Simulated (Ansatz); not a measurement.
# C2H7NSi (SMILES C=C[SiH2]N) at MP2/cc-pVDZ

Aim: the electronic atomisation energy of C2H7NSi at MP2/cc-pVDZ, from 5 runs. 

The calculation is run with Ansatz 0.2.0.

62 further runs of the same task are left out: 62 set aside as unsound or not needed.

## Step 1: The system as given

C2H7NSi: 11 atoms, total charge 0, spin state singlet. SMILES: `C=C[SiH2]N`. The coordinates come from a PBE0-D4/def2-TZVP relaxation. This is one conformer, not always the lowest.

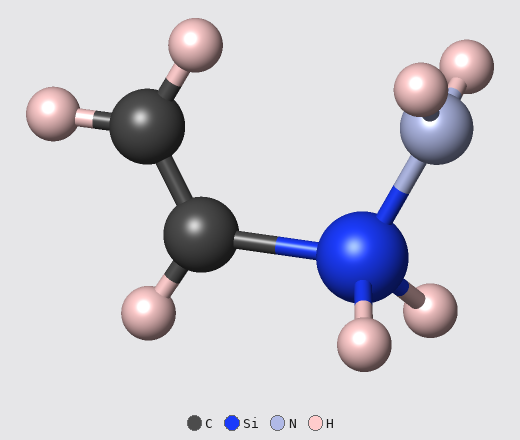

The structure, seen from a chosen angle (carbon dark grey, silicon blue, nitrogen light blue, hydrogen pink).

## Step 2: A single-point energy at MP2/cc-pVDZ

run.yaml

```yaml
basis:
  gaussian:
    orbitals: cc-pVDZ
crystal:
  periodic: [false, false, false]
  atoms:
    - symbol: C
      position_ang: [-0.676100, 1.337000, -0.945000]
    - symbol: C
      position_ang: [0.089300, 1.208600, 0.135100]
    - symbol: Si
      position_ang: [0.596500, -0.444500, 0.832600]
    - symbol: "N"
      position_ang: [0.002900, -1.803700, -0.028600]
    - symbol: H
      position_ang: [-0.967100, 2.304600, -1.344700]
    - symbol: H
      position_ang: [-1.046800, 0.465600, -1.479100]
    - symbol: H
      position_ang: [0.433000, 2.116700, 0.631600]
    - symbol: H
      position_ang: [0.099500, -0.536600, 2.232600]
    - symbol: H
      position_ang: [2.083200, -0.516700, 0.836000]
    - symbol: H
      position_ang: [0.404900, -2.086000, -0.906300]
    - symbol: H
      position_ang: [-0.953800, -2.102100, 0.056300]
correlation:
  method: mp2
  frozen_orbitals: {C: 1, H: 0, "N": 1, Si: 5}
accuracy: high
```

Run with:

```sh
$ ansatz run run.yaml --threads 1 --pin off --max-ram 3480MiB --events-out events.jsonl --progress --plain --runs-dir runs
```

Standard output:

```text
Warning: RAYON_NUM_THREADS=1 ignored (pool sized by the plan → 1); use --threads N
Functional definition: HF
  name "HF"
  exchange = exact_x
  correlation = 0
2292 factors; integrals over basis functions are off by at most 3.8e-9 eV
mean field evaluation 1: about -11512.6861 eV, gradient 3.4e1 eV
mean field evaluation 2: about -11512.8090 eV, gradient 3.4e1 eV
mean field evaluation 4: about -11515.8032 eV, gradient 3.3e0 eV
mean field evaluation 8: about -11515.8407 eV, gradient 7.0e-5 eV
mean field -11515.84069727 eV, -423.1993399076 hartree, gradient 1.9e-8 eV, S^2 0.000000; 0 other end points of the search recorded, 0 dependent functions left out
8 core orbitals not correlated: weight in the atoms' cores, before any rotation towards them, 1.000 or more for the frozen orbitals, at most 0.000 for the correlated occupied ones
reference -11515.84069727 eV, -423.1993399076 hartree; 12, 12 occupied and 75, 75 virtual orbitals, 2292 factors
second order -14.69178933 eV of doubles, -0.00000000 eV of singles
Total energy: -11530.53248661 eV, -423.7392532071 hartree
```

Wall time 3.9 s (1 thread of Arm Neoverse V2, shared host); peak memory 0.28 GiB.

## Step 3: The C atom at the same level

molecule.yaml

```yaml
crystal:
  periodic: [false, false, false]
  atoms:
    - {symbol: C, position_ang: [0.000000, 0.000000, 0.000000]}
basis:
  gaussian:
    orbitals: cc-pVDZ
magnetization:
  spin_polarized: true
  initial_magnetization: 2
correlation:
  method: mp2
  frozen_orbitals: {C: 1}
accuracy: high
```

Run the same way, it converges to -37.73831 Eh (log not shown).

## Step 4: The H atom: the energy at UHF/cc-pVDZ

run.yaml

```yaml
basis:
  gaussian: {orbitals: cc-pVDZ}
crystal:
  periodic: [false, false, false]
  atoms:
    - {symbol: H, position_ang: [0.000000, 0.000000, 0.000000]}
magnetization: {spin_polarized: true, initial_magnetization: 1}
hamiltonian: {xc: hf}
accuracy: high
```

Run the same way, it converges to -0.49928 Eh (log not shown).

## Step 5: The N atom at the same level

input.yaml

```yaml
crystal:
  periodic: [false, false, false]
  atoms:
    - {symbol: N, position_ang: [0.000000, 0.000000, 0.000000]}
basis:
  gaussian: {orbitals: cc-pVDZ}
magnetization: {spin_polarized: true, initial_magnetization: 3}
correlation: {method: mp2, frozen_orbitals: {"N": 1}}
accuracy: high
```

Run with:

```sh
$ ansatz run input.yaml --threads 1 --pin off --max-ram 3480MiB --events-out events.jsonl --progress --plain --runs-dir runs
```

Standard output:

```text
Warning: RAYON_NUM_THREADS=1 ignored (pool sized by the plan → 1); use --threads N
[... 4 set-up lines as earlier in the session ...]
96 factors; integrals over basis functions are off by at most 1.2e-9 eV
mean field evaluation 1: about -1479.9708 eV, gradient 4.0e0 eV
mean field evaluation 2: about -1479.9713 eV, gradient 4.0e0 eV
mean field evaluation 4: about -1480.0576 eV, gradient 1.2e-1 eV
mean field evaluation 8: about -1480.0576 eV, gradient 2.2e-5 eV
mean field -1480.05762670 eV, -54.3911145622 hartree, gradient 1.7e-8 eV, S^2 3.754031; 0 other end points of the search recorded, 0 dependent functions left out
1 core orbitals not correlated: weight in the atoms' cores, before any rotation towards them, 1.000 or more for the frozen orbitals, at most 0.000 for the correlated occupied ones
reference -1480.05762670 eV, -54.3911145622 hartree; 4, 1 occupied and 9, 12 virtual orbitals, 96 factors
second order -1.92494770 eV of doubles, -0.00000000 eV of singles
Total energy: -1481.98257440 eV, -54.4618550854 hartree
```

It took 0.04 s on 1 thread of Arm Neoverse V2, shared host.

## Step 6: The Si atom

molecule.yaml

```yaml
crystal:
  periodic: [false, false, false]
  atoms:
    - {symbol: Si, position_ang: [0.000000, 0.000000, 0.000000]}
basis:
  gaussian:
    orbitals: cc-pVDZ
magnetization:
  spin_polarized: true
  initial_magnetization: 2
correlation:
  method: mp2
  frozen_orbitals: {Si: 5}
accuracy: high
```

Run with:

```sh
$ ansatz run molecule.yaml --threads 1 --pin off --max-ram 3480MiB --events-out events.jsonl --progress --plain --runs-dir runs
```

Standard output:

```text
Warning: RAYON_NUM_THREADS=1 ignored (pool sized by the plan → 1); use --threads N
[... 4 set-up lines as earlier in the session ...]
144 factors; integrals over basis functions are off by at most 3.2e-9 eV
mean field evaluation 1: about -7859.8102 eV, gradient 3.7e0 eV
mean field evaluation 2: about -7859.8164 eV, gradient 3.7e0 eV
mean field evaluation 4: about -7860.0119 eV, gradient 1.3e-1 eV
mean field evaluation 8: about -7860.0110 eV, gradient 2.5e-8 eV
mean field evaluation 16: about -7860.0099 eV, gradient 3.5e-1 eV
mean field evaluation 32: about -7860.0110 eV, gradient 3.7e-4 eV
mean field -7860.01100063 eV, -288.8500765663 hartree, gradient 2.4e-8 eV, S^2 2.010950; 3 other end points of the search recorded, 0 dependent functions left out
5 core orbitals not correlated: weight in the atoms' cores, before any rotation towards them, 1.000 or more for the frozen orbitals, at most 0.000 for the correlated occupied ones
reference -7860.01100063 eV, -288.8500765663 hartree; 3, 1 occupied and 10, 12 virtual orbitals, 144 factors
second order -1.22279291 eV of doubles, -0.00000000 eV of singles
Total energy: -7861.23379354 eV, -288.8950133770 hartree
```

Run time: 0.08 s. Hardware: 1 thread of Arm Neoverse V2, shared host.

## Step 7: Outcome

At MP2/cc-pVDZ, 8 core orbitals frozen:

| quantity | value |
| --- | --- |
| molecule: total energy | -423.73925 Eh |
| molecule: correlation energy (8 core orbitals frozen) | -539.9 mEh |
| C atom: total energy | -37.73831 Eh |
| C atom: correlation energy (1 core orbital frozen) | -51.8 mEh |
| C atom: ⟨S²⟩ of the reference determinant | 2.006 |
| H atom: total energy | -0.49928 Eh |
| H atom: ⟨S²⟩ | 0.750 |
| N atom: total energy | -54.46186 Eh |
| N atom: correlation energy (1 core orbital frozen) | -70.7 mEh |
| N atom: ⟨S²⟩ of the reference determinant | 3.754 |
| Si atom: total energy | -288.89501 Eh |
| Si atom: correlation energy (5 core orbitals frozen) | -44.9 mEh |
| Si atom: ⟨S²⟩ of the reference determinant | 2.011 |
| electronic atomisation energy | 38.390 eV |

Taking the molecule apart into free atoms costs 38.39 eV (885 kcal/mol), before zero-point energy and without spin-orbit coupling.
